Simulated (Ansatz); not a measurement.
## C$_{2}$H$_{2}$Cl$_{2}$O: single-point calculation

- system: C$_{2}$H$_{2}$Cl$_{2}$O
- method: RKS PBE-D4/def2-TZVPP (Ansatz 0.2.0)

The geometry comes from this level: PBE0-D4/def2-TZVP. Figures and captions count atoms from 1; the log counts them from 0 in places.

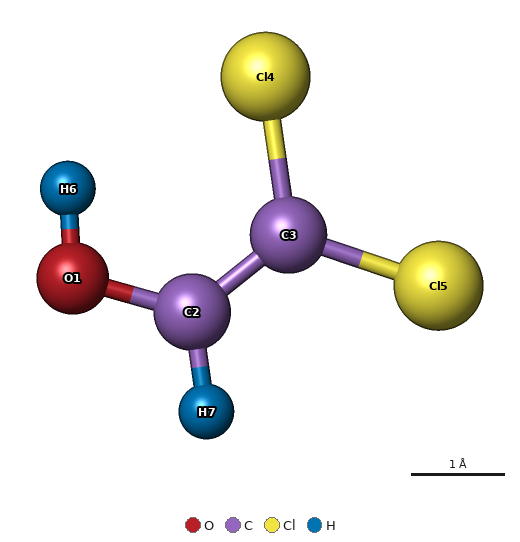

**Figure 1.** The input geometry (ball-and-stick view, seen on its broad side; atoms are numbered from 1 in the order of the input). Bond lengths as drawn: C–C 1.33 Å, C–Cl 1.71 to 1.72 Å, C–H 1.08 Å, C–O 1.34 Å and H–O 0.97 Å.

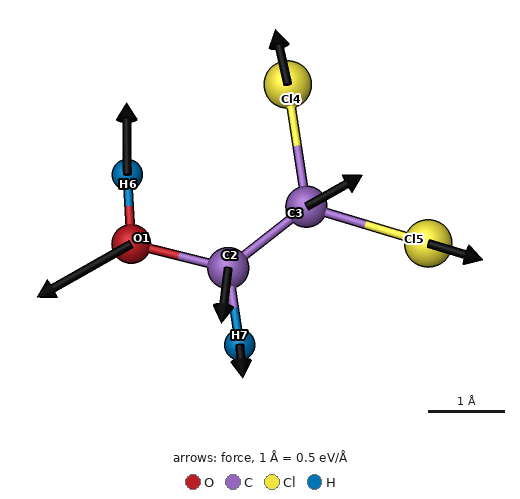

**Figure 2.** Forces on the atoms as black arrows (ball-and-stick view, seen at a tilt; atoms are numbered from 1 in the order of the input). The largest act on O1 (0.73 eV/Å); H6 (0.50 eV/Å); C3 (0.43 eV/Å); Cl4 (0.40 eV/Å), among others. The geometry is not a stationary point of this energy.

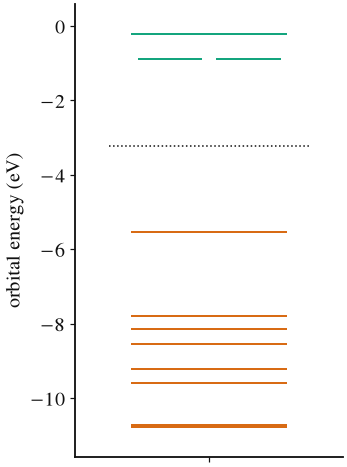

**Figure 3.** Orbital energies near the frontier; the dotted line parts filled from empty levels, and levels within 0.02 eV of each other stand side by side. Highest filled −5.54 eV, lowest empty −0.89 eV, 4.65 eV apart.

The input that produced these results follows, with the program's output.

Input file:
```yaml
crystal:
  periodic: [false, false, false]
  atoms:
    - {symbol: O, position_ang: [-0.633988, -0.476333, 1.377813]}
    - {symbol: C, position_ang: [0.309165, -0.429423, 0.428477]}
    - {symbol: C, position_ang: [0.239241, 0.273852, -0.700112]}
    - {symbol: Cl, position_ang: [-1.148737, 1.232367, -1.046017]}
    - {symbol: Cl, position_ang: [1.490135, 0.279609, -1.863503]}
    - {symbol: H, position_ang: [-1.374748, 0.084606, 1.109328]}
    - {symbol: H, position_ang: [1.180332, -1.032576, 0.648314]}
basis:
  gaussian: {orbitals: def2-TZVPP}
hamiltonian: {xc: pbe, dispersion: d4}
output: {forces: true, orbitals: {seedname: orbitals}}
```

Run as:
```bash
ansatz run in.yaml --threads 2 --pin off --events-out ev --progress --plain --max-ram 4352MiB
```

What the program printed:
```
Functional definition: PBE
  name "PBE"
  cite "Perdew, Burke & Ernzerhof, Phys. Rev. Lett. 77, 3865 (1996) doi:10.1103/PhysRevLett.77.3865"
  parent pbe
  parameter kappa = 0.804
  parameter beta = 0.06672455060314922
  exchange = pbe_x(kappa = kappa, mu = beta*pi^2/3)
  correlation = pbe_c(beta = beta)
1217 factors; their error is unknown
mean field evaluation 1: about -29175.1531 eV, gradient 7.0e1 eV
mean field evaluation 2: about -29136.1186 eV, gradient 1.5e2 eV
mean field evaluation 4: about -29184.3382 eV, gradient 2.7e1 eV
mean field evaluation 8: about -29185.7587 eV, gradient 1.1e-1 eV
mean field evaluation 16: about -29185.7303 eV, gradient 7.6e-3 eV
mean field -29185.73025382 eV, -1072.5558040295 hartree, gradient 5.6e-5 eV, S^2 0.000000; 0 other end points of the search recorded, 0 dependent functions left out
the calculation of the forces begins
reference -29185.73028766 eV, -1072.5558052730 hartree; 28, 28 occupied and 177, 177 virtual orbitals, 1217 factors
Total energy: -29185.91199200 eV, -1072.5624827844 hartree
Atom 0 at    -0.633988    -0.476333     1.377813 Å, force    -0.064301    -0.341096     0.638076 eV/Å
Atom 1 at     0.309165    -0.429423     0.428477 Å, force     0.261617    -0.238538     0.163245 eV/Å
Atom 2 at     0.239241     0.273852    -0.700112 Å, force     0.039505     0.202923    -0.380429 eV/Å
Atom 3 at    -1.148737     1.232367    -1.046017 Å, force    -0.331164     0.213554    -0.057023 eV/Å
Atom 4 at     1.490135     0.279609    -1.863503 Å, force     0.284568     0.001050    -0.264196 eV/Å
Atom 5 at    -1.374748     0.084606     1.109328 Å, force    -0.374897     0.297637    -0.159173 eV/Å
Atom 6 at     1.180332    -1.032576     0.648314 Å, force     0.184672    -0.135531     0.059500 eV/Å
Dipole moment:    -0.088744    -0.013549     0.104827 e Å
```

Summary:

```tsv
quantity	value
outcome	converged
total energy	−29185.9120 eV
mean-field energy	−29185.7303 eV
dispersion energy	−0.1817 eV
SCF solution under orbital rotations	stable
HOMO	−5.54 eV
LUMO	−0.89 eV
largest force (length of the vector)	0.726 eV/Å
dipole moment	0.66 D
hardware	2 threads of Arm Neoverse V1, 23 GiB of memory available, shared host
wall time	3.1 s (CPU time 5.9 s)
peak memory	0.24 GiB
```
